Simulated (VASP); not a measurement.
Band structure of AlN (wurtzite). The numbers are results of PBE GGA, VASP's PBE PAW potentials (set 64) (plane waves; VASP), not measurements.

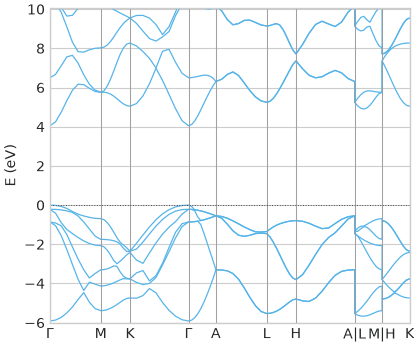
*Bands along high-symmetry lines, zero at the valence-band maximum or, without a gap, the Fermi level*

Q: Read the plot: is there a gap, and where are the band edges?

A: The gap is direct, 4.05 eV, from the valence maximum at Γ to the conduction minimum at Γ. (Edges off the drawn lines would not show.)

Measured: gap 6.51 eV (computed value off by -2.46 eV), as given by Martin Feneberg et al., Physical Review B (2010), doi:10.1103/physrevb.82.075208 [zero-point renormalisation of 0.417 eV (from the measured temperature dependence, row gaps:miglio2020:AlN_wz:gap_zpr, arXiv:2011.12765) added back].

The compound is AlN in the wurtzite structure. It was relaxed first.
